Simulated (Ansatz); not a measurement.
bcc Ta was calculated with r²SCAN (PAW; Ansatz, a quantum-chemistry and plane-wave program).

Settings: plane-wave cutoff 560 eV, 24×24×24 k mesh, Fermi–Dirac smearing 0.05 eV, scalar-relativistic PAW data made under PBE.

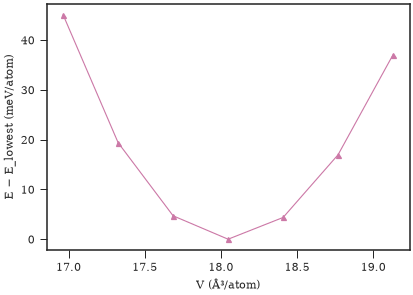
*Total energy against volume*

### Question
From the curve, estimate the equilibrium volume and the bulk modulus.

### Answer
V0 ≈ 18.0 Å³/atom and B0 ≈ 200 GPa; the fit gives V0 = 18.048 Å³/atom, B0 = 201 GPa, B′ = 3.8.

Measured, for comparison: bulk modulus 198 GPa (corrected for temperature and zero-point phonon effects, sources range from 194 to 203; as tabulated in Levämäki et al. (2014), arXiv:1402.3671); equilibrium volume per atom 17.95 Å³/atom (static lattice: zero-point anharmonic expansion removed; as tabulated in Mejia-Rodriguez and Trickey (2018), arXiv:1807.09216). Computed less measured: bulk modulus +1.5 % (inside the range of the sources held), equilibrium volume per atom +0.6 %.

Spin–orbit coupling is not included.

Computing time: very roughly 90 core-seconds.
